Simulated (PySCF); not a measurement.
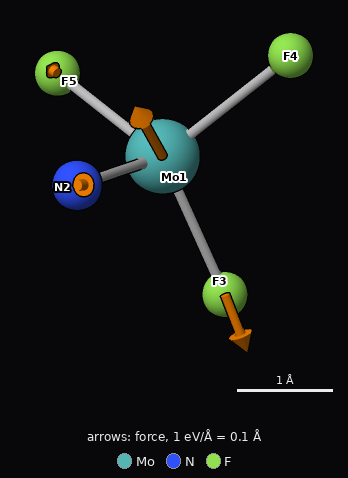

Starting geometry of MoNF$_{3}$ with the computed forces as orange arrows. The picture is a ball-and-stick view, seen at a tilt.

The start comes from GFN2-xTB. Its atoms were then displaced at random by about 0.03 Å.

These are results of PBE0-D3(BJ)/def2-SVP geometry optimisation, gas phase (PySCF 2.14.0, density-fitted response routines), not measurements. 

Is this structure relaxed? If not, where do the atoms go?

It isn't relaxed: the largest force vector, on Mo1, is 9.33 eV/Å. The final displacements follow the starting forces only in part (cosine between the two patterns 0.71). Over 6 geometry steps the energy falls by 16.5 kcal/mol. F3 moves most after the best rigid fit: 0.12 Å. By element the largest moves are F 0.12 Å, Mo 0.07 Å, N 0.06 Å. Among the contacts that change: Mo1–F3 1.683 → 1.838 Å, Mo1–N2 1.683 → 1.611 Å, Mo1–F5 1.789 → 1.838 Å, Mo1–F4 1.848 → 1.838 Å. Bond angles that change, for instance: F3–Mo1–F4 109.3° → 113.6°, N2–Mo1–F4 100.8° → 104.9°, F3–Mo1–F5 117.9° → 113.9°.
